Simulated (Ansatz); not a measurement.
## Electronic structure of F2H3InOSi2 in real space

Input file:

```
basis:
  gaussian: {orbitals: def2-SVPD}
crystal:
  periodic: [false, false, false]
  atoms:
    - {symbol: F, position_ang: [-2.717581, 0.165255, 1.919003]}
    - {symbol: F, position_ang: [-1.733293, -1.421407, 0.155966]}
    - {symbol: In, position_ang: [0.038119, -2.339163, 3.845134]}
    - {symbol: O, position_ang: [-0.322939, -0.920760, 2.363191]}
    - {symbol: Si, position_ang: [-1.303827, -0.290248, 1.247967]}
    - {symbol: Si, position_ang: [-0.369709, 1.530153, 0.131812]}
    - {symbol: H, position_ang: [0.887638, 1.107252, -0.552979]}
    - {symbol: H, position_ang: [-1.306758, 2.086744, -0.887206]}
    - {symbol: H, position_ang: [-0.036360, 2.603963, 1.113926]}
hamiltonian: {xc: {name: PBE0}}
output: {forces: true, orbitals: {seedname: orbitals}}
```

Launched as:

```sh
ansatz run input.yaml --threads 2 --pin off --max-ram 4350MiB --events-out events.jsonl --progress --plain --runs-dir runs
```

Geometry: B3LYP-D3(BJ)/def2-SVP; core potentials replace the inner electrons of In.

These are results of isolated molecule in a Gaussian basis; Kohn-Sham density functional theory, functional PBE0 in Ansatz 0.2.0, not measurements.

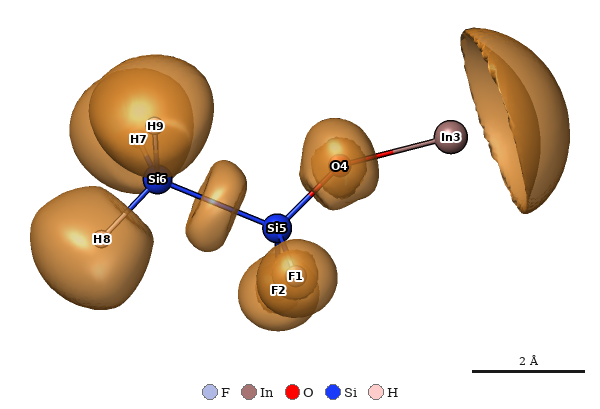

Figure 1. Isosurface of the ELF at 0.8 (orange), seen across its widest extent. Core shells and regions of very low density are left out.

Question: What do the ELF domains correspond to?

Answer: At this value the surface marks out one region between bonded Si–Si atoms (shared pairs), three regions around hydrogen nuclei, one lobe on In, pointing away from the bonds (lone pairs), two regions wrapped around F (the valence shell of each) and one region wrapped around O (its valence shell). Profiles from the grid: Si–O (1.61 Å): the ELF peaks at about 0.85 between the atoms, as expected for a short, strongly polar bond. Si–F (1.63 Å): the ELF peaks at about 0.85 in the valence shell of F, 0.6 Å from its nucleus, and is about 0.45 at the midpoint.

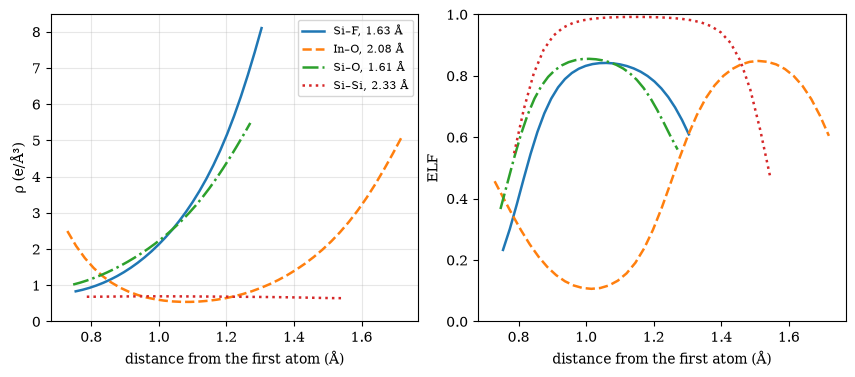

Figure 2. Electron density and electron localisation function along straight lines between neighbouring atoms. The curves leave out the atomic cores.

Question: What can be read from the curves?

Answer: Si–F (1.63 Å): ρ is about 0.99 e/Å³ halfway; the ELF peaks at about 0.85 in the valence shell of F, 0.6 Å from its nucleus, and is about 0.45 at the midpoint.
In–O (2.08 Å): the density is about 0.55 e/Å³ at the midpoint; the ELF peaks at about 0.85 in the valence shell of O, 0.6 Å from its nucleus, and drops to about 0.10 between the two atoms.
Si–O (1.61 Å): ρ at the midpoint is about 1.2 e/Å³; the ELF peaks at about 0.85 between the atoms: a polar covalent bond.
Si–Si (2.33 Å): ρ is about 0.69 e/Å³ halfway; the ELF peaks at about 1 between the atoms, as expected for a covalent bond.

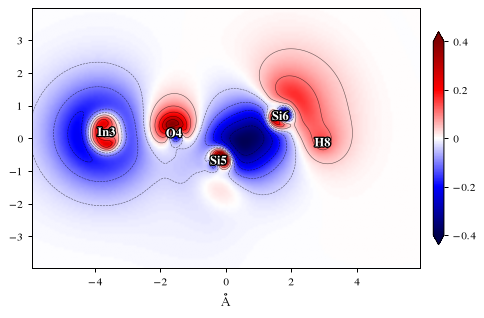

Figure 3. The HOMO−1 on the plane of atoms Si5, Si6 and H8 (values in Å⁻³ᐟ²; the overall sign is arbitrary).

Question: Where does this orbital lie, and at what energy?

Answer: By Hirshfeld shares it lies mainly on In3 (about 35 %), Si6 (about 20 %) and Si5 (about 20 %). Its energy is −8.79 eV.
